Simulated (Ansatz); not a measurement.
# Cl3H3SiSn: one molecule under many settings

How do the results and run time of Cl3H3SiSn respond when the settings are drawn wide?

Computed with Ansatz 0.2.0, Gaussian basis. Level: the settings change from run to run.

### 1 The geometry

The geometry comes from an earlier relaxation with PBE0-D4 in a triple-zeta def2 set; it is a stationary point, not always the lowest conformer. Sn takes a core potential in def2 sets; no spin-orbit term is included.

8 atoms, charge 0, spin multiplicity 1.

Atoms are counted from 1 here; the program's logs count them from 0.

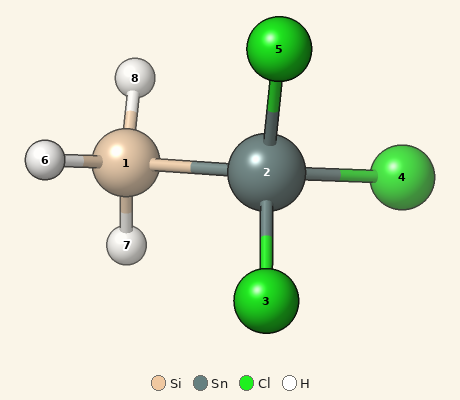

The structure; silicon light orange, tin teal, chlorine green, hydrogen white; atoms are numbered from 1 in the order of the file.

### 2 PBE0/def2-mTZVPP

Set apart from the defaults: unrestricted orbitals, a point charge of -1.00 e beside it, D3(BJ) with three-body dispersion, high accuracy.

in.yaml

```yaml
crystal:
  periodic: [false, false, false]
  atoms:
    - {symbol: Si, position_ang: [-1.185061, -0.241230, 0.792186]}
    - {symbol: Sn, position_ang: [0.920010, 0.170234, -0.614565]}
    - {symbol: Cl, position_ang: [2.843657, -0.642511, 0.388158]}
    - {symbol: Cl, position_ang: [0.820387, -0.831620, -2.700807]}
    - {symbol: Cl, position_ang: [1.311745, 2.419107, -1.008935]}
    - {symbol: H, position_ang: [-0.981342, 0.450945, 2.085445]}
    - {symbol: H, position_ang: [-1.310268, -1.706685, 0.964944]}
    - {symbol: H, position_ang: [-2.326928, 0.324661, 0.037874]}
basis:
  gaussian: {orbitals: def2-mTZVPP, point_charges: [{charge: -1.00, position_ang: [6.457, 0.341, 0.584]}]}
magnetization: {spin_polarized: true, initial_magnetization: 0}
hamiltonian: {xc: {name: PBE0}, dispersion: d3bjatm}
accuracy: high
output: {forces: true}
```

Command:

```sh
$ ansatz run in.yaml --threads 4 --pin off --events-out ev --progress --plain --max-ram 10444MiB
```

The log of the run (excerpt; [...] marks lines left out):

```text
Functional definition: PBE0
  name "PBE0"
  cite "Adamo & Barone, J. Chem. Phys. 110, 6158 (1999) doi:10.1063/1.478522"
  cite "Perdew, Burke & Ernzerhof, Phys. Rev. Lett. 77, 3865 (1996) doi:10.1103/PhysRevLett.77.3865"
  parent pbe
[...]
3062 factors; integrals over basis functions are off by at most 1.9e-8 eV
[...]
mean field -51315.26559967 eV, -1885.8012280517 hartree, gradient 3.4e-8 eV, S^2 0.000000; 0 other end points of the search recorded, 0 dependent functions left out
[...]
reference -51315.26560315 eV, -1885.8012281795 hartree; 45, 45 occupied and 114, 114 virtual orbitals, 3062 factors
Total energy: -51315.53761688 eV, -1885.8112244997 hartree
Atom 0 at    -1.185061    -0.241230     0.792186 Å, force     0.165950     0.068067    -0.157950 eV/Å
Atom 1 at     0.920010     0.170234    -0.614565 Å, force     0.543116    -0.243018     0.602745 eV/Å
Atom 2 at     2.843657    -0.642511     0.388158 Å, force    -0.197989     0.119022    -0.109530 eV/Å
Atom 3 at     0.820387    -0.831620    -2.700807 Å, force    -0.147681    -0.157492    -0.382319 eV/Å
Atom 4 at     1.311745     2.419107    -1.008935 Å, force    -0.100263     0.291883    -0.080631 eV/Å
Atom 5 at    -0.981342     0.450945     2.085445 Å, force    -0.054794    -0.015156     0.012344 eV/Å
Atom 6 at    -1.310268    -1.706685     0.964944 Å, force    -0.058843     0.001788     0.025704 eV/Å
Atom 7 at    -2.326928     0.324661     0.037874 Å, force    -0.090376    -0.023453     0.060562 eV/Å
Dipole moment:    -0.209124    -0.145858     0.564951 e Å
```

Run time: 16 s. Hardware: 4 threads of Arm Neoverse V1, shared host; peak memory 1.2 GiB.

Largest force 0.847 eV/Å, dipole 2.98 D, ⟨S²⟩ 0.000.

### 3 RPBE/def2-mTZVPP

Options: D4 dispersion.

Edit in.yaml of step 2 so:

```diff
@@ -12,6 +12,3 @@
 basis:
-  gaussian: {orbitals: def2-mTZVPP, point_charges: [{charge: -1.00, position_ang: [6.457, 0.341, 0.584]}]}
-magnetization: {spin_polarized: true, initial_magnetization: 0}
-hamiltonian: {xc: {name: PBE0}, dispersion: d3bjatm}
-accuracy: high
-output: {forces: true}
+  gaussian: {orbitals: def2-mTZVPP}
+hamiltonian: {xc: {name: RPBE}, dispersion: d4}
```

Launched as before.

The log of the run:

```text
Functional definition: RPBE
  name "RPBE"
  cite "Hammer, Hansen & Nørskov, Phys. Rev. B 59, 7413 (1999) doi:10.1103/PhysRevB.59.7413"
  cite "Perdew, Burke & Ernzerhof, Phys. Rev. Lett. 77, 3865 (1996) doi:10.1103/PhysRevLett.77.3865"
  parameter kappa = 0.804
  parameter beta = 0.06672455060314922
  exchange = rpbe_x(kappa = kappa, mu = beta*pi^2/3)
  correlation = pbe_c(beta = beta)
1581 factors; their error is unknown
mean field evaluation 1: about -51326.1149 eV, gradient 2.6e1 eV
mean field evaluation 2: about -51324.4044 eV, gradient 3.9e1 eV
mean field evaluation 4: about -51327.8778 eV, gradient 1.9e0 eV
mean field evaluation 8: about -51327.8958 eV, gradient 6.9e-2 eV
mean field evaluation 16: about -51327.8785 eV, gradient 6.1e-5 eV
mean field -51327.87853342 eV, -1886.2647448176 hartree, gradient 6.1e-5 eV, S^2 0.000000; 0 other end points of the search recorded, 0 dependent functions left out
reference -51327.87858479 eV, -1886.2647467052 hartree; 45, 45 occupied and 114, 114 virtual orbitals, 1581 factors
Total energy: -51328.65947251 eV, -1886.2934437998 hartree
```

Wall time 1.7 s (4 threads of Arm Neoverse V1, shared host); peak memory 0.25 GiB.

### 4 SVWN5/def2-TZVPP

Edit in.yaml of step 3 so:

```diff
@@ -12,3 +12,4 @@
 basis:
-  gaussian: {orbitals: def2-mTZVPP}
-hamiltonian: {xc: {name: RPBE}, dispersion: d4}
+  gaussian: {orbitals: def2-TZVPP}
+hamiltonian: {xc: {name: SVWN5}}
+output: {forces: true}
```

The command is unchanged.

The log of the run (excerpt; [...] marks lines left out):

```text
Functional definition: SVWN5
  name "SVWN5"
  cite "Dirac, Proc. Camb. Phil. Soc. 26, 376 (1930) doi:10.1017/S0305004100016108"
  cite "Slater, Phys. Rev. 81, 385 (1951) doi:10.1103/PhysRev.81.385"
  cite "Vosko, Wilk & Nusair, Can. J. Phys. 58, 1200 (1980) doi:10.1139/p80-159"
[...]
1735 factors; their error is unknown
[...]
mean field -51169.57334797 eV, -1880.4471365554 hartree, gradient 7.6e-5 eV, S^2 0.000000; 0 other end points of the search recorded, 0 dependent functions left out
[...]
reference -51169.57339601 eV, -1880.4471383209 hartree; 45, 45 occupied and 215, 215 virtual orbitals, 1735 factors
Total energy: -51169.57339601 eV, -1880.4471383209 hartree
Atom 0 at    -1.185061    -0.241230     0.792186 Å, force     0.210645     0.041334    -0.140422 eV/Å
Atom 1 at     0.920010     0.170234    -0.614565 Å, force    -0.079305    -0.015234     0.053717 eV/Å
Atom 2 at     2.843657    -0.642511     0.388158 Å, force    -0.074407     0.035074    -0.045908 eV/Å
Atom 3 at     0.820387    -0.831620    -2.700807 Å, force     0.009751     0.042810     0.083025 eV/Å
Atom 4 at     1.311745     2.419107    -1.008935 Å, force    -0.010428    -0.092809     0.012396 eV/Å
Atom 5 at    -0.981342     0.450945     2.085445 Å, force     0.041813     0.079209     0.127714 eV/Å
Atom 6 at    -1.310268    -1.706685     0.964944 Å, force     0.006415    -0.155966     0.005294 eV/Å
Atom 7 at    -2.326928     0.324661     0.037874 Å, force    -0.104483     0.065582    -0.095815 eV/Å
Dipole moment:    -0.672770    -0.131829     0.448797 e Å
```

Run time: 2.1 s. Hardware: 4 threads of Arm Neoverse V1, shared host; peak memory 0.43 GiB.

Largest force 0.257 eV/Å, dipole 3.94 D.

### 5 B2PLYP/def2-mTZVP

This run has coordinates scaled by 1.12.

in.yaml

```yaml
crystal:
  periodic: [false, false, false]
  atoms:
    - {symbol: Si, position_ang: [-1.327268, -0.270178, 0.887249]}
    - {symbol: Sn, position_ang: [1.030411, 0.190662, -0.688312]}
    - {symbol: Cl, position_ang: [3.184896, -0.719613, 0.434737]}
    - {symbol: Cl, position_ang: [0.918833, -0.931415, -3.024904]}
    - {symbol: Cl, position_ang: [1.469155, 2.709400, -1.130007]}
    - {symbol: H, position_ang: [-1.099103, 0.505058, 2.335699]}
    - {symbol: H, position_ang: [-1.467500, -1.911488, 1.080737]}
    - {symbol: H, position_ang: [-2.606159, 0.363620, 0.042419]}
basis:
  gaussian: {orbitals: def2-mTZVP}
hamiltonian: {xc: {name: B2PLYP}}
```

The command is unchanged.

The log of the run (excerpt; [...] marks lines left out):

```text
Functional definition: B2PLYP
  name "B2PLYP"
  cite "Grimme, J. Chem. Phys. 124, 034108 (2006) doi:10.1063/1.2148954"
  cite "Becke, Phys. Rev. A 38, 3098 (1988) doi:10.1103/PhysRevA.38.3098"
  cite "Lee, Yang & Parr, Phys. Rev. B 37, 785 (1988) doi:10.1103/PhysRevB.37.785"
[...]
1277 factors; integrals over basis functions are off by at most 5.9e-4 eV
[...]
mean field -51299.92718639 eV, -1885.2375517603 hartree, gradient 4.4e-6 eV, S^2 0.000000; 0 other end points of the search recorded, 0 dependent functions left out
24 core orbitals not correlated: weight in the atoms' cores, before any rotation towards them, 1.000 or more for the frozen orbitals, at most 0.000 for the correlated occupied ones
reference -51299.92741185 eV, -1885.2375600458 hartree; 21, 21 occupied and 88, 88 virtual orbitals, 1277 factors
second order -21.81589727 eV of doubles, -0.00000000 eV of singles
Total energy: -51305.81770411 eV, -1885.4540242939 hartree
```

It took 3.3 s on 4 threads of Arm Neoverse V1, shared host; peak memory 0.34 GiB.

### 6 BHLYP/def2-TZVPD

in.yaml

```yaml
crystal:
  periodic: [false, false, false]
  atoms:
    - {symbol: Si, position_ang: [-1.185061, -0.241230, 0.792186]}
    - {symbol: Sn, position_ang: [0.920010, 0.170234, -0.614565]}
    - {symbol: Cl, position_ang: [2.843657, -0.642511, 0.388158]}
    - {symbol: Cl, position_ang: [0.820387, -0.831620, -2.700807]}
    - {symbol: Cl, position_ang: [1.311745, 2.419107, -1.008935]}
    - {symbol: H, position_ang: [-0.981342, 0.450945, 2.085445]}
    - {symbol: H, position_ang: [-1.310268, -1.706685, 0.964944]}
    - {symbol: H, position_ang: [-2.326928, 0.324661, 0.037874]}
basis:
  gaussian: {orbitals: def2-TZVPD}
hamiltonian: {xc: {name: BHLYP}}
output: {forces: true}
```

Same command.

The log of the run (excerpt; [...] marks lines left out):

```text
Functional definition: BHLYP
  name "BHLYP"
  cite "Becke, J. Chem. Phys. 98, 1372 (1993) doi:10.1063/1.464304"
  cite "Becke, Phys. Rev. A 38, 3098 (1988) doi:10.1103/PhysRevA.38.3098"
  cite "Lee, Yang & Parr, Phys. Rev. B 37, 785 (1988) doi:10.1103/PhysRevB.37.785"
[...]
1992 factors; their error is unknown
[...]
mean field -51329.57681360 eV, -1886.3271554629 hartree, gradient 2.3e-5 eV, S^2 0.000000; 0 other end points of the search recorded, 0 dependent functions left out
[...]
reference -51329.57705882 eV, -1886.3271644748 hartree; 45, 45 occupied and 219, 219 virtual orbitals, 1992 factors
Total energy: -51329.57705882 eV, -1886.3271644748 hartree
Atom 0 at    -1.185061    -0.241230     0.792186 Å, force    -0.225201    -0.043722     0.151160 eV/Å
Atom 1 at     0.920010     0.170234    -0.614565 Å, force    -0.004668    -0.000677     0.003705 eV/Å
Atom 2 at     2.843657    -0.642511     0.388158 Å, force     0.043665    -0.011361     0.008936 eV/Å
Atom 3 at     0.820387    -0.831620    -2.700807 Å, force     0.009370    -0.014665    -0.042489 eV/Å
Atom 4 at     1.311745     2.419107    -1.008935 Å, force     0.018053     0.039725    -0.014412 eV/Å
Atom 5 at    -0.981342     0.450945     2.085445 Å, force    -0.049161    -0.128548    -0.227764 eV/Å
Atom 6 at    -1.310268    -1.706685     0.964944 Å, force     0.011349     0.264680    -0.024023 eV/Å
Atom 7 at    -2.326928     0.324661     0.037874 Å, force     0.196593    -0.105432     0.144888 eV/Å
Dipole moment:    -0.703984    -0.137991     0.469516 e Å
```

It took 9.5 s on 4 threads of Arm Neoverse V1, shared host; peak memory 1.2 GiB.

Largest force 0.275 eV/Å, dipole 4.12 D.

### 7 revPBE/def2-TZVP

This run has D3(BJ) with three-body dispersion.

Edit in.yaml of step 6 so:

```diff
@@ -12,4 +12,3 @@
 basis:
-  gaussian: {orbitals: def2-TZVPD}
-hamiltonian: {xc: {name: BHLYP}}
-output: {forces: true}
+  gaussian: {orbitals: def2-TZVP}
+hamiltonian: {xc: {name: revPBE}, dispersion: d3bjatm}
```

Launched as before.

The log of the run:

```text
Functional definition: revPBE
  name "revPBE"
  cite "Zhang & Yang, Phys. Rev. Lett. 80, 890 (1998) doi:10.1103/PhysRevLett.80.890"
  cite "Perdew, Burke & Ernzerhof, Phys. Rev. Lett. 77, 3865 (1996) doi:10.1103/PhysRevLett.77.3865"
  parameter kappa = 1.245
  parameter beta = 0.06672455060314922
  exchange = pbe_x(kappa = kappa, mu = beta*pi^2/3)
  correlation = pbe_c(beta = beta)
1540 factors; their error is unknown
mean field evaluation 1: about -51321.9990 eV, gradient 2.8e1 eV
mean field evaluation 2: about -51320.7838 eV, gradient 3.9e1 eV
mean field evaluation 4: about -51324.0115 eV, gradient 2.3e0 eV
mean field evaluation 8: about -51324.0326 eV, gradient 7.9e-2 eV
mean field evaluation 16: about -51324.0192 eV, gradient 4.5e-5 eV
mean field -51324.01920030 eV, -1886.1229169412 hartree, gradient 4.5e-5 eV, S^2 0.000000; 0 other end points of the search recorded, 0 dependent functions left out
reference -51324.01926525 eV, -1886.1229193283 hartree; 45, 45 occupied and 171, 171 virtual orbitals, 1540 factors
Total energy: -51324.62202477 eV, -1886.1450703318 hartree
```

Wall time 2.3 s (4 threads of Arm Neoverse V1, shared host); peak memory 0.33 GiB.

### 8 B3LYP5/def2-TZVPD

This run has unrestricted orbitals.

Edit in.yaml of step 7 so:

```diff
@@ -12,3 +12,5 @@
 basis:
-  gaussian: {orbitals: def2-TZVP}
-hamiltonian: {xc: {name: revPBE}, dispersion: d3bjatm}
+  gaussian: {orbitals: def2-TZVPD}
+magnetization: {spin_polarized: true, initial_magnetization: 0}
+hamiltonian: {xc: {name: B3LYP5}}
+output: {forces: true}
```

Same command.

The log of the run (excerpt; [...] marks lines left out):

```text
Functional definition: B3LYP5
  name "B3LYP5"
  cite "Stephens, Devlin, Chabalowski & Frisch, J. Phys. Chem. 98, 11623 (1994) doi:10.1021/j100096a001"
  cite "Becke, Phys. Rev. A 38, 3098 (1988) doi:10.1103/PhysRevA.38.3098"
  cite "Lee, Yang & Parr, Phys. Rev. B 37, 785 (1988) doi:10.1103/PhysRevB.37.785"
  cite "Vosko, Wilk & Nusair, Can. J. Phys. 58, 1200 (1980) doi:10.1139/p80-159"
[...]
1794 factors; their error is unknown
[...]
mean field -51325.87946187 eV, -1886.1912802933 hartree, gradient 9.9e-6 eV, S^2 0.000000; 0 other end points of the search recorded, 0 dependent functions left out
[...]
reference -51325.87981198 eV, -1886.1912931595 hartree; 45, 45 occupied and 219, 219 virtual orbitals, 1794 factors
Total energy: -51325.87981198 eV, -1886.1912931595 hartree
Atom 0 at    -1.185061    -0.241230     0.792186 Å, force    -0.221733    -0.043094     0.148709 eV/Å
Atom 1 at     0.920010     0.170234    -0.614565 Å, force    -0.227161    -0.044327     0.152008 eV/Å
Atom 2 at     2.843657    -0.642511     0.388158 Å, force     0.370874    -0.156391     0.192551 eV/Å
Atom 3 at     0.820387    -0.831620    -2.700807 Å, force    -0.019099    -0.192977    -0.402044 eV/Å
Atom 4 at     1.311745     2.419107    -1.008935 Å, force     0.075948     0.432933    -0.076420 eV/Å
Atom 5 at    -0.981342     0.450945     2.085445 Å, force    -0.023157    -0.039503    -0.061165 eV/Å
Atom 6 at    -1.310268    -1.706685     0.964944 Å, force    -0.005013     0.075985    -0.001605 eV/Å
Atom 7 at    -2.326928     0.324661     0.037874 Å, force     0.049341    -0.032627     0.047966 eV/Å
Dipole moment:    -0.683508    -0.133966     0.455888 e Å
```

Run time: 16 s. Hardware: 4 threads of Arm Neoverse V1, shared host; peak memory 1.4 GiB.

Largest force 0.446 eV/Å, dipole 4.00 D, ⟨S²⟩ 0.000.

### 9 RPA/def2-mTZVPP

Edit in.yaml of step 8 so:

```diff
@@ -12,5 +12,4 @@
 basis:
-  gaussian: {orbitals: def2-TZVPD}
-magnetization: {spin_polarized: true, initial_magnetization: 0}
-hamiltonian: {xc: {name: B3LYP5}}
-output: {forces: true}
+  gaussian: {orbitals: def2-mTZVPP}
+hamiltonian: {xc: {name: HF}}
+correlation: {method: rpa}
```

Launched as before.

The log of the run:

```text
Functional definition: HF
  name "HF"
  cite "Fock, Z. Phys. 61, 126 (1930) doi:10.1007/BF01340294"
  parent pbe
  exchange = exact_x
  correlation = 0
1554 factors; integrals over basis functions are off by at most 6.2e-4 eV
mean field evaluation 1: about -51229.1112 eV, gradient 2.4e1 eV
mean field evaluation 2: about -51229.1127 eV, gradient 2.4e1 eV
mean field evaluation 4: about -51231.2315 eV, gradient 2.4e0 eV
mean field evaluation 8: about -51231.2689 eV, gradient 2.2e-4 eV
mean field -51231.26885155 eV, -1882.7144044933 hartree, gradient 7.6e-7 eV, S^2 0.000000; 0 other end points of the search recorded, 0 dependent functions left out
24 core orbitals not correlated: weight in the atoms' cores, before any rotation towards them, 1.000 or more for the frozen orbitals, at most 0.000 for the correlated occupied ones
reference -51231.26885155 eV, -1882.7144044933 hartree; 21, 21 occupied and 114, 114 virtual orbitals, 1554 factors
Total energy: -51253.60561123 eV, -1883.5352652710 hartree
```

It took 3.2 s on 4 threads of Arm Neoverse V1, shared host; peak memory 0.43 GiB.

### 10 BLYP/def2-SVPD

Options: D4 dispersion, the search for lower states set to full.

Edit in.yaml of step 9 so:

```diff
@@ -12,4 +12,5 @@
 basis:
-  gaussian: {orbitals: def2-mTZVPP}
-hamiltonian: {xc: {name: HF}}
-correlation: {method: rpa}
+  gaussian: {orbitals: def2-SVPD}
+hamiltonian: {xc: {name: BLYP}, dispersion: d4}
+scf: {lower_state_search: full}
+output: {forces: true}
```

The command is unchanged.

The log of the run (excerpt; [...] marks lines left out):

```text
Functional definition: BLYP
  name "BLYP"
  cite "Becke, Phys. Rev. A 38, 3098 (1988) doi:10.1103/PhysRevA.38.3098"
  cite "Lee, Yang & Parr, Phys. Rev. B 37, 785 (1988) doi:10.1103/PhysRevB.37.785"
[...]
1601 factors; their error is unknown
[...]
mean field -51313.72545305 eV, -1885.7446287072 hartree, gradient 2.8e-5 eV, S^2 0.000000; 0 other end points of the search recorded, 0 dependent functions left out
[...]
reference -51313.72586017 eV, -1885.7446436686 hartree; 45, 45 occupied and 116, 116 virtual orbitals, 1601 factors
Total energy: -51314.33554268 eV, -1885.7670490875 hartree
Atom 0 at    -1.185061    -0.241230     0.792186 Å, force    -0.153357    -0.029776     0.102819 eV/Å
Atom 1 at     0.920010     0.170234    -0.614565 Å, force    -0.828481    -0.162277     0.553153 eV/Å
Atom 2 at     2.843657    -0.642511     0.388158 Å, force     1.030427    -0.445965     0.557407 eV/Å
Atom 3 at     0.820387    -0.831620    -2.700807 Å, force    -0.071863    -0.549233    -1.125028 eV/Å
Atom 4 at     1.311745     2.419107    -1.008935 Å, force     0.196151     1.221235    -0.203458 eV/Å
Atom 5 at    -0.981342     0.450945     2.085445 Å, force     0.024556     0.101159     0.194754 eV/Å
Atom 6 at    -1.310268    -1.706685     0.964944 Å, force    -0.023543    -0.217785     0.028746 eV/Å
Atom 7 at    -2.326928     0.324661     0.037874 Å, force    -0.173889     0.082641    -0.108393 eV/Å
Dipole moment:    -0.684720    -0.134190     0.456734 e Å
```

Wall time 2.9 s (4 threads of Arm Neoverse V1, shared host); peak memory 0.26 GiB.

Largest force 1.254 eV/Å, dipole 4.01 D.

### 11 All runs side by side

```tsv
level	charge	multiplicity	geometry	functions	energy (eV)	time
PBE0/def2-mTZVPP	0	1	relaxed, point charge	159	-51315.538	16 s
RPBE/def2-mTZVPP	0	1	relaxed	159	-51328.659	1.7 s
SVWN5/def2-TZVPP	0	1	relaxed	260	-51169.573	2.1 s
B2PLYP/def2-mTZVP	0	1	scaled	133	-51305.818	3.3 s
BHLYP/def2-TZVPD	0	1	relaxed	264	-51329.577	9.5 s
revPBE/def2-TZVP	0	1	relaxed	216	-51324.622	2.3 s
B3LYP5/def2-TZVPD	0	1	relaxed	264	-51325.880	16 s
RPA/def2-mTZVPP	0	1	relaxed	159	-51253.606	3.2 s
BLYP/def2-SVPD	0	1	relaxed	161	-51314.336	2.9 s
```

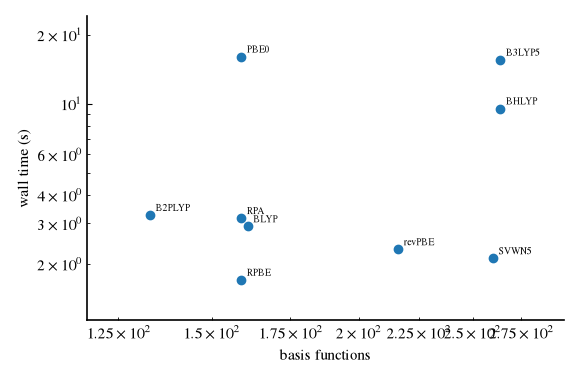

Wall time against the number of basis functions (shared host).

### 12 What came out

| quantity | value |
| --- | --- |
| runs | 9 |
| quickest | RPBE/def2-mTZVPP, 1.7 s |
| slowest | PBE0/def2-mTZVPP, 16 s |
| spread of total energies, same state and geometry | 160.0 eV |
| dipole, same state and geometry | 3.94 to 4.12 D |

PBE0/def2-mTZVPP took 9 times as long as RPBE/def2-mTZVPP. The jobs differ in tasks and options as well as level. The totals spread over 160 eV; they can't be compared across methods or bases. At the PBE0-D4/def2-TZVP geometry and in the same state, runs without warnings or point charges leave forces up to 1.25 eV/Å (BLYP/def2-SVPD). At that geometry and state the dipole changes by 5 % between the lowest and highest value.
